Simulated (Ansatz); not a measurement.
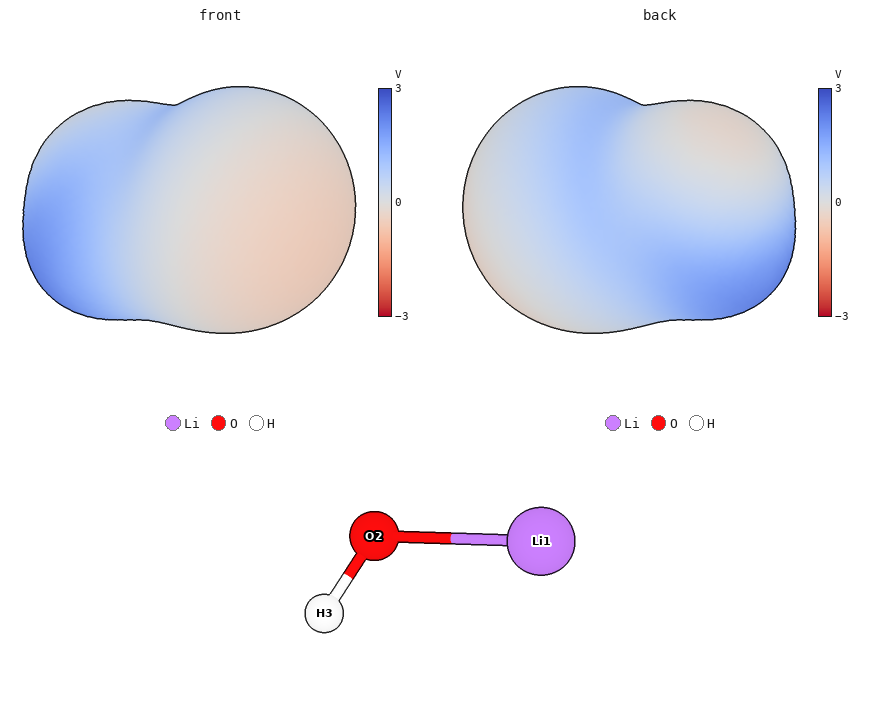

*HLiO (SMILES [Li][OH]) (triplet). The electrostatic potential painted on the density surface at 0.001 e/bohr³, seen from the front and from behind; the colour scale runs from red (negative) to blue (positive). The bare structure is drawn below in the same view.*

Geometry: r2SCAN-D4/def2-TZVP.

All numbers below come from isolated molecule in a Gaussian basis; Kohn-Sham density functional theory, functional PBE0 (Ansatz 0.2.0).

Q: Which sites attract a positive test charge, and which a negative one?

A: A positive charge is drawn to the negative regions and a negative charge to the positive ones. The most negative region (about −0.5 V) lies over O2, the most positive (about +2.1 V) over H3.

Q: What dipole moment does the calculation give?

A: Its dipole moment is 2.51 D.
